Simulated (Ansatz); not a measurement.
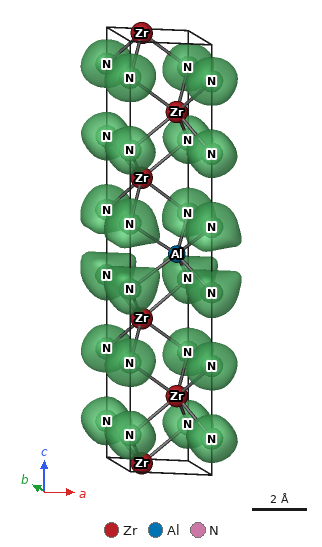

Zr5AlN6. Isosurface of the ELF at 0.65 (green), seen slightly off an axis. Only the valence region is drawn (cores and ρ < 0.01 e/Å³ removed). Sticks mark near contacts.

Space group P-6m2; a structure generated by program, which may or may not match a known phase; computed without spin polarisation.

Method: DFT PBE, scalar-relativistic, plane waves, PAW (Ansatz 0.2.0).

### Identify the bonds, lone pairs and shells in this picture.

At this value the surface marks out two regions on N in which the atom's valence shell and bonds are merged and four regions wrapped around N (the valence shell of each), counted in one cell of 12 atoms. Regions shared between cells count once. Profiles from the grid: Al–N (2.20 Å): the ELF peaks at about 0.85 in the valence shell of N, 0.7 Å from its nucleus, and is about 0.75 at the midpoint. Zr–N (2.27 Å): the ELF peaks at about 0.80 in the valence shell of N, 0.7 Å from its nucleus, and drops to about 0.20 between the two atoms; no shared electron pair shows on this line.
